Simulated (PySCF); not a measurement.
# C₅H₉NOSi: electronic excitations

Aim: predict the electronic excitations of C₅H₉NOSi (`C=C[Si@H](N=C)C(C)=O`).

The runs use PySCF 2.14.0, with density-fitted response routines of our own; the level of theory stands in each step. All values are computed, except where a source is named. Atoms count from 0, in the outputs and in this text.

### Step 1. The starting structure

17 atoms, charge 0, multiplicity 1; geometry from: GFN2-xTB.

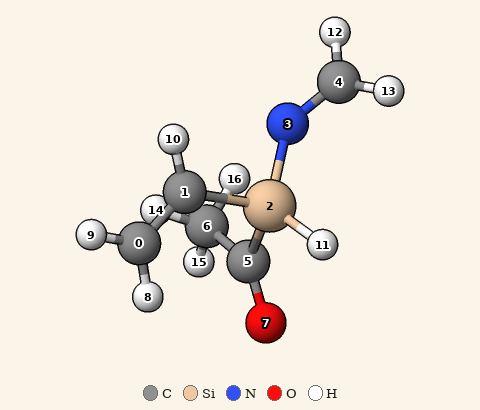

The starting geometry (carbon grey, silicon light orange, nitrogen blue, oxygen red, hydrogen white), atoms numbered.

### Step 2. Ultraviolet spectrum: PBE0/def2-SVPD

The job: settings as JSON, then the geometry in Å.

```
{"job": {"kind": "uv", "xc": "PBE0", "basis": "def2-SVPD", "nstates": 8, "ntriplets": 3}, "charge": 0, "multiplicity": 1}
C     -0.673580     2.628400     0.274244
C      0.288615     1.773732    -0.035407
Si     0.616786     0.177899     0.914949
N      1.407916    -0.824698    -0.234498
C      2.475714    -1.471724    -0.284187
C     -1.071767    -0.714942     1.186064
C     -1.729657    -1.325200    -0.017470
O     -1.582392    -0.721571     2.281936
H     -1.350201     2.445124     1.093534
H     -0.833490     3.546786    -0.270674
H      0.938542     2.006119    -0.869555
H      1.204225     0.429422     2.234787
H      2.700511    -2.054329    -1.174220
H      3.225745    -1.500613     0.509331
H     -1.924962    -0.533476    -0.738319
H     -2.660103    -1.822619     0.248903
H     -1.038903    -2.026282    -0.479865
```

Level: TDDFT PBE0/def2-SVPD, vertical, gas phase, core orbitals frozen in the response.

Run with:

```bash
$ OMP_NUM_THREADS=1 python probes_run.py task.json out
```

This one command runs all jobs of the session in turn.

What it wrote:

```text
coarse grid: 14784 points
cycle   1  E = -614.3263627555  dE =  8.982e-01  |g| = 8.010e-01  |ddm| = 6.191e+00
cycle   2  E = -613.9014976055  dE =  4.249e-01  |g| = 1.640e+00  |ddm| = 3.088e+00
cycle   3  E = -614.4597024305  dE = -5.582e-01  |g| = 2.010e-01  |ddm| = 2.214e+00
cycle   4  E = -614.4675775491  dE = -7.875e-03  |g| = 9.469e-02  |ddm| = 3.801e-01
cycle   5  E = -614.4691201709  dE = -1.543e-03  |g| = 4.471e-02  |ddm| = 1.606e-01
cycle   6  E = -614.4695809008  dE = -4.607e-04  |g| = 5.109e-03  |ddm| = 6.237e-02
cycle   7  E = -614.4695872259  dE = -6.325e-06  |g| = 1.538e-03  |ddm| = 1.217e-02
final grid: 138520 points
cycle   8  E = -614.5556269095  dE = -1.485e-05  |g| = 1.311e-02  |ddm| = 1.293e-01
cycle   9  E = -614.5555331244  dE =  9.379e-05  |g| = 2.537e-02  |ddm| = 3.903e-02
cycle  10  E = -614.5556618509  dE = -1.287e-04  |g| = 2.865e-03  |ddm| = 2.667e-02
cycle  11  E = -614.5556637540  dE = -1.903e-06  |g| = 2.886e-04  |ddm| = 3.883e-03
cycle  12  E = -614.5556637673  dE = -1.331e-08  |g| = 1.948e-04  |ddm| = 6.699e-04
cycle  13  E = -614.5556637766  dE = -9.273e-09  |g| = 4.160e-05  |ddm| = 3.446e-04
cycle  14  E = -614.5556637770  dE = -4.025e-10  |g| = 1.432e-05  |ddm| = 8.909e-05
converged SCF energy = -614.5556637770

Static polarisability (au): isotropic 98.904, principal 84.149 91.204 121.360

Singlet excitations
state   eV       nm        f      main configurations
  1   3.4308    361.4   0.00684   H->L 0.58, H->L+1 0.32
  2   3.9787    311.6   0.00080   H-1->L 0.81, H-1->L+1 0.18
  3   4.6768    265.1   0.06580   H->L+1 0.50, H->L 0.40
  4   5.0269    246.6   0.02570   H->L+2 0.84, H->L+1 0.14
  5   5.2242    237.3   0.03260   H-1->L+1 0.74, H-1->L 0.19
  6   5.6847    218.1   0.01076   H-1->L+2 0.93
  7   5.8235    212.9   0.00436   H-2->L 0.94
  8   6.1480    201.7   0.00977   H->L+3 0.74, H->L+4 0.17

Triplet excitations (Tamm-Dancoff, eV): 2.7405 3.3677 4.1589
```

It took 84 s on 1 thread of Arm Neoverse N1, shared host; peak memory 0.97 GiB.

Frontier orbitals and where they lie:

```
orbital     eV                       atoms
 HOMO−3  -9.04  C1 28 %, Si2 17 %, C0 15 %
 HOMO−2  -8.24   C1 39 %, C0 37 %, Si2 6 %
 HOMO−1  -7.29   N3 56 %, C4 16 %, Si2 9 %
   HOMO  -6.61  O7 48 %, C5 17 %, Si2 10 %
   LUMO  -1.37   C4 27 %, N3 20 %, C5 15 %
 LUMO+1  -0.82   C5 20 %, O7 16 %, N3 15 %
 LUMO+2  -0.54  C1 29 %, C0 29 %, Si2 10 %
```

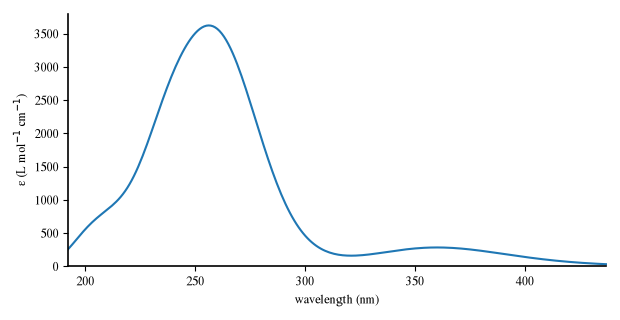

Absorption spectrum: each of the 8 states is a Gaussian band of 0.4 eV half-width at 1/e. Beyond the last state computed it falls off for lack of states.

Ground-state properties from the same run:

| property | computed |
| --- | --- |
| dipole moment (D) | 3.19 |
| polarisability (Å³) | 14.66 |
| HOMO–LUMO gap (eV) | 5.23 |
| −ε(HOMO) (eV) | 6.61 |

### Step 3. Summary of results

```
                                quantity                        value
         lowest singlet (PBE0/def2-SVPD)  3.43 eV (361 nm), f = 0.007
brightest single state of those computed  state 3, 4.68 eV, f = 0.066
                          lowest triplet                      2.74 eV
```

In words: The lowest singlet, at 3.43 eV, is HOMO→LUMO 0.58, HOMO→LUMO+1 0.32 and is weak; of the 8 states computed, the strongest absorption comes from state 3 at 4.68 eV. The lowest triplet lies 0.69 eV below the lowest singlet (triplets in Tamm-Dancoff, singlets in full TDDFT).
